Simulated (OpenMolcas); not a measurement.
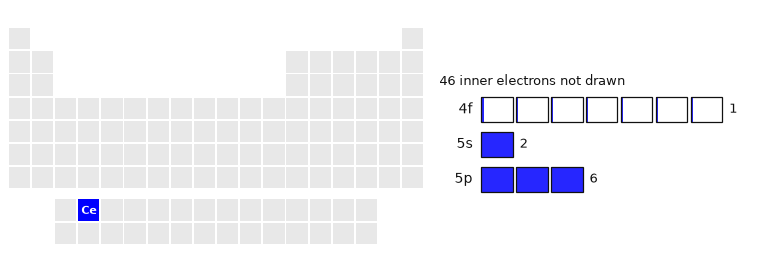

**Figure 1.** Left, the place of cerium in the periodic table; right, the outer shells of the leading configuration of the lowest level: a box for each of the 2l + 1 orbitals, shaded by the share of the shell that is filled, with the electron count at the right.

# Ce³⁺ complex: multiconfigurational calculation

System: Ce³⁺ with 6 ligands (I and O; tetragonal octahedron, 3.1 Å), neutralised by 6 outer point charges of +0.83 e, whose field is part of the energies.
Method: state-averaged CASSCF, active space 1 electron in the shell 4f, basis ANO-RCC-VDZP on the metal and ANO-RCC-VDZP on the ligands, DKH2 scalar Hamiltonian, spin-orbit coupling by RASSI with atomic mean-field integrals (OpenMolcas).

## The program's output (extracts)
```
--- SEWARD ---
Basis set label: CE.ANO-RCC...7S6P4D2F1G.

      Electronic valence basis set:
      ------------------
      Associated Effective Charge  58.000000 au
      Associated Actual Charge     58.000000 au
      Nuclear Model: Point charge

      Shell  nPrim  nBasis  Cartesian Spherical Contaminant
         s      25       7        X
         p      22       6        X
         d      15       4                 X
         f      11       2                 X
         g       4       1                 X
                  Relativistic Douglas-Kroll-Hess integrals:
                    - DKH order of Hamiltonian: 2
                    - DKH order of Properties : 0
                  Atomic mean-field integrals
--- RASSCF ---
Wave function specifications:
      -----------------------------

      Number of closed shell electrons         290
      Number of electrons in active shells       1
      Max number of holes in RAS1 space          0
      Max nr of electrons in RAS3 space          0
      Number of inactive orbitals              145
      Number of active orbitals                  7
      Number of secondary orbitals             116
      Spin quantum number                      0.5
      State symmetry                             2
Orbital specifications:
      -----------------------

      Symmetry species                           1   2
                                                ag  au
      Frozen orbitals                            0   0
      Inactive orbitals                         74  71
      Active orbitals                            0   7
      RAS1 orbitals                              0   0
      RAS2 orbitals                              0   7
      RAS3 orbitals                              0   0
      Secondary orbitals                        62  54
      Deleted orbitals                           0   0
      Number of basis functions                136 132
      Number of CSFs                             7
      Number of root(s) required                 7
      Iter CI   SX   CI       RASSCF       Energy    max ROT     max BLB   max BLB  Level Ln srch  Step   QN
          iter iter root      energy       change     param      element    value   shift minimum  type update
 Nr of preliminary CI iterations:   1
      Total energies have been shifted. Add               -37000.00 au
        1   1    9    0  -447.13040602    0.00E+00  -9.62E-02   70 126 2 -5.90E-01*  1.13   0.00    SX    NO
        2   1   10    0  -448.14707549   -1.02E+00*  6.18E-02   74  77 1  2.08E-01*  0.94   0.00    SX    NO
        3   1   10    0  -448.33969191   -1.93E-01*  3.38E-02   68 124 2  9.78E-02*  0.98   0.00    SX    NO
        4   1   10    0  -448.38820010   -4.85E-02*  2.47E-02   73  76 1 -7.24E-02*  1.00   0.00    SX    NO
        5   1    9    0  -448.40915318   -2.10E-02*  3.14E-02   73  76 1 -5.40E-02*  1.01   2.50    LS   YES
        6   1    9    0  -448.42393670   -1.48E-02*  1.62E-02   73  76 1 -2.74E-02*  1.02   1.56    LS   YES
        7   1    9    0  -448.42616774   -2.23E-03* -7.98E-03   68 124 2 -2.01E-02*  1.03   1.09    QN   YES
        8   1    9    0  -448.42880256   -2.63E-03* -1.12E-02   68 124 2 -1.49E-02*  1.02   2.50    LS   YES
        9   1    9    0  -448.43027162   -1.47E-03*  3.73E-03   73 130 1 -8.88E-03*  1.01   1.07    QN   YES
       10   1    8    0  -448.43080093   -5.29E-04* -2.08E-03   74  77 1 -5.30E-03*  1.02   1.57    LS   YES
        ...
       21   1    6    0  -448.43105412   -2.94E-08* -3.08E-05   70 128 1 -8.25E-05   1.02   0.98    QN   YES
       22   1    5    0  -448.43105415   -3.00E-08* -2.32E-05   67 124 2 -5.59E-05   1.02   1.75    QN   YES
       23   1    5    0  -448.43105416   -1.11E-08*  1.00E-05   71  88 2 -1.96E-05   1.02   1.18    QN   YES
       24   1    4    0  -448.43105416    6.98E-10   8.30E-06   71  88 2 -1.48E-05   1.02   0.17    QN   YES
      Convergence after 24 iterations
       25   1    4    0  -448.43105416   -5.24E-10   8.30E-06   71  88 2 -9.71E-06   1.02   0.17    QN   YES
      Natural orbitals and occupation numbers for root  1
      sym 2:   0.000000   0.000000   0.000000  -0.000000  -0.000000  -0.000000   1.000000
      Natural orbitals and occupation numbers for root  2
      sym 2:   1.000000  -0.000000   0.000000   0.000000   0.000000   0.000000  -0.000000
      Natural orbitals and occupation numbers for root  3
      sym 2:   0.000000   0.000000   0.000000   0.000000   0.000000   1.000000   0.000000
::    RASSCF root number  1 Total energy: -37448.43986000
::    RASSCF root number  2 Total energy: -37448.43986000
::    RASSCF root number  3 Total energy: -37448.43416721
::    RASSCF root number  4 Total energy: -37448.43416439
::    RASSCF root number  5 Total energy: -37448.42515087
::    RASSCF root number  6 Total energy: -37448.42515087
::    RASSCF root number  7 Total energy: -37448.41902579
--- RASSI ---
SPIN-FREE ENERGIES:
  (Shifted by EMIN (a.u.) =     -37448.4398600025)

 SF State       Relative EMIN(au)   Rel lowest level(eV)    D:o, cm**(-1)

     1             0.0000000000        0.0000000000              0.0000
     2             0.0000000000        0.0000000000              0.0000
     3             0.0056927907        0.1549087265           1249.4231
     4             0.0056956100        0.1549854425           1250.0419
     5             0.0147091310        0.4002558458           3228.2811
     6             0.0147091310        0.4002558458           3228.2811
     7             0.0208342098        0.5669277289           4572.5805
     Dipole printing threshold changed to   1.00000000E+00
Eigenvalues of complex Hamiltonian:
   -----------------------------------
  (Shifted by EMIN (a.u.) =     -37448.4398600025)

 SO State       Relative EMIN(au)   Rel lowest level(eV)    D:o, cm**(-1)

     1            -0.0054930825        0.0000000000              0.0000
     2            -0.0054930825        0.0000000000              0.0000
     3             0.0010825443        0.1789319230           1443.1833
     4             0.0010825443        0.1789319230           1443.1833
     5             0.0044975157        0.2718580291           2192.6829
     6             0.0044975157        0.2718580291           2192.6829
     7             0.0097276205        0.4141764288           3340.5582
     8             0.0097276205        0.4141764288           3340.5582
     9             0.0103468297        0.4310259697           3476.4589
    10             0.0103468297        0.4310259697           3476.4589
    11             0.0178241610        0.6344945206           5117.5434
    12             0.0178241610        0.6344945206           5117.5434
    13             0.0236552838        0.7931674545           6397.3270
    14             0.0236552838        0.7931674545           6397.3270
Weights of the five most important spin-orbit-free states for each spin-orbit state.

 SO State  Total energy (au)           Spin-free states, spin, and weights
 -------------------------------------------------------------------------------------------------------
    1        -0.005493       2 0.5  0.4678    1 0.5  0.4678    4 0.5  0.0361    3 0.5  0.0282    5 0.5  0.0000
    2        -0.005493       2 0.5  0.4678    1 0.5  0.4678    4 0.5  0.0361    3 0.5  0.0282    5 0.5  0.0000
    3         0.001083       3 0.5  0.4631    4 0.5  0.4438    5 0.5  0.0465    6 0.5  0.0465    1 0.5  0.0001
    4         0.001083       3 0.5  0.4631    4 0.5  0.4438    5 0.5  0.0465    6 0.5  0.0465    1 0.5  0.0001
    5         0.004498       1 0.5  0.4987    2 0.5  0.4987    5 0.5  0.0009    6 0.5  0.0009    7 0.5  0.0008
    6         0.004498       1 0.5  0.4987    2 0.5  0.4987    5 0.5  0.0009    6 0.5  0.0009    7 0.5  0.0008
    7         0.009728       4 0.5  0.4763    3 0.5  0.4596    2 0.5  0.0321    1 0.5  0.0321    5 0.5  0.0000
    8         0.009728       4 0.5  0.4763    3 0.5  0.4596    2 0.5  0.0321    1 0.5  0.0321    5 0.5  0.0000
    9         0.010347       6 0.5  0.3933    5 0.5  0.3933    7 0.5  0.2108    1 0.5  0.0013    2 0.5  0.0013
   10         0.010347       6 0.5  0.3933    5 0.5  0.3933    7 0.5  0.2108    1 0.5  0.0013    2 0.5  0.0013
   11         0.017824       5 0.5  0.4535    6 0.5  0.4535    3 0.5  0.0491    4 0.5  0.0438    2 0.5  0.0001
   12         0.017824       5 0.5  0.4535    6 0.5  0.4535    3 0.5  0.0491    4 0.5  0.0438    2 0.5  0.0001
```

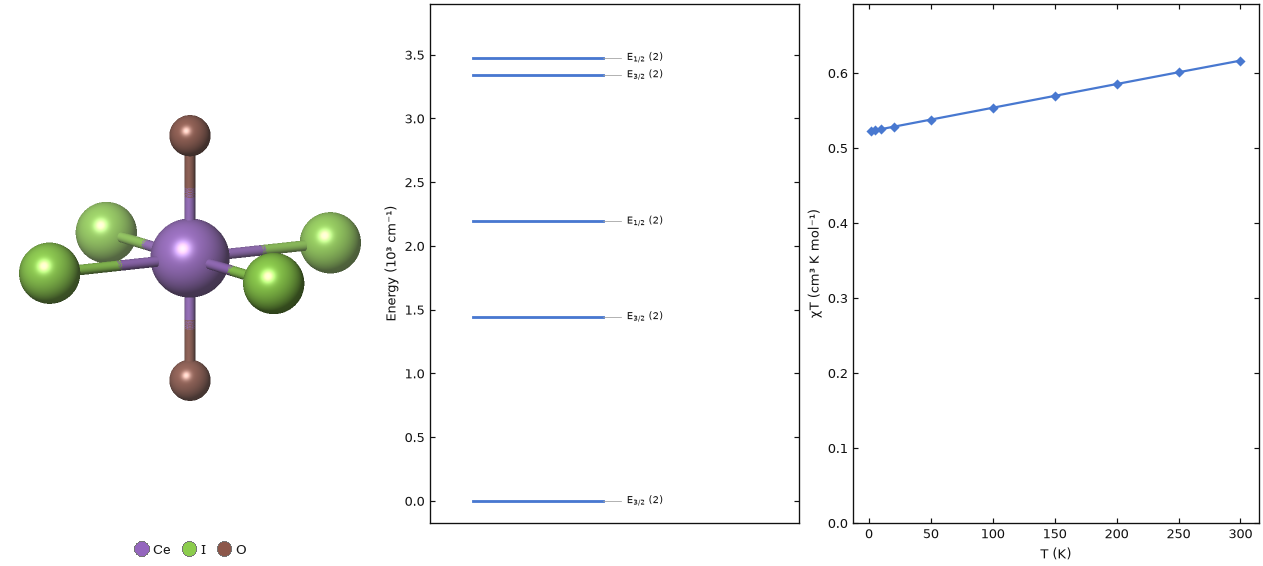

**Figure 2.** Ce³⁺ (4f) with 6 ligands, I⁻ with axial O²⁻, at 3.1 Å (arrangement: tetragonal octahedron, D4h), axial distortion 0.761, neutralised by outer point charges of +0.83 e, and its levels and susceptibility. Labels give the representation in O, Td, D4 or D3 as the site allows (double group for half-integer spin) where it could be assigned and, in brackets, the degeneracy; spin-free states, where drawn, share the zero of the spin-orbit levels. Powder susceptibility by Van Vleck's formula. The ground level is E₃/₂, a Kramers doublet, 100 % from states of spin multiplicity 2, effective J = 2.52, with |mJ| = 5/2 the largest share (100 %). Its principal g values are 0.10, 0.10 and 4.08, easy-axis. The next level lies at 1,440 cm⁻¹ (E₃/₂). χT is 0.523 cm³ K mol⁻¹ at 2 K and 0.616 at 300 K, an effective moment of 2.22 μB. The active orbitals hold 98 to 100 % metal character (Löwdin), and the Mulliken charge of the metal is +1.87.

## Input
```
&GATEWAY
Coord
7

Ce 0.0 0.0 0.0
I 3.100000 0.000000 0.000000
I 0.000000 3.100000 0.000000
I -3.100000 0.000000 0.000000
I 0.000000 -3.100000 0.000000
O 0.000000 0.000000 2.359100
O 0.000000 0.000000 -2.359100
Basis=Ce.ANO-RCC-VDZP,I.ANO-RCC-VDZP,O.ANO-RCC-VDZP
Group=XYZ
NoMove
AngMom=0.0 0.0 0.0
AMFI
RICD
XField
3 Angstrom 0
5.900000 0.000000 0.000000 0.833333
0.000000 5.900000 0.000000 0.833333
0.000000 0.000000 5.159100 0.833333
&SEWARD
&RASSCF
FileOrb=start.orb
Symmetry=2
Spin=2
nActEl=1 0 0
Inactive=74 71
Ras2=0 7
CIRoot=7 7 1
SDav=7
CIMx=300
Iter=150 100
PrWF=0.3
OrbListing=Nothing
MaxOrb=0
LevShft=1.0
>>> COPY $Project.JobIph JOB001
&RASSI
NrOfJobIphs=1 7
1 2 3 4 5 6 7
IphNames
JOB001
EJob
SpinOrbit
DIPRint=1.0
SOCoupling=1000.0
Subsets=2
Property=9
'ANGMOM' 1 'ANGMOM' 2 'ANGMOM' 3 'MLTPL  1' 1 'MLTPL  1' 2 'MLTPL  1' 3
'AMFI' 1 'AMFI' 2 'AMFI' 3
SOProperty=3
'ANGMOM' 1 'ANGMOM' 2 'ANGMOM' 3
```

The file start.orb holds starting orbitals from an earlier step. A driver script formed the levels outside the program, from RASSI's spin-orbit matrix and the active-space energies, averaged over the components of each term or state.

Run as:
```bash
OMP_NUM_THREADS=1 MOLCAS_MEM=2457 MOLCAS_PROJECT=a pymolcas a.inp > a.log  # once for each step of the input, in one work folder
```

## Results in brief

- outcome: converged
- energy of the lowest spin-free term: −37448.43986 hartree
- energy of the lowest spin-orbit level: −37448.44535 hartree
- largest spread among components of a term: 0.0 cm⁻¹
- hardware: 1 thread of Arm Neoverse V1, 24 GiB of memory available, shared host
- wall time: 2.3 min
- peak memory: 0.6 GiB

## Remarks

Caveats: covalent bonds, ligand orbitals missing from the active space; distances are set from ionic radii, not optimised.
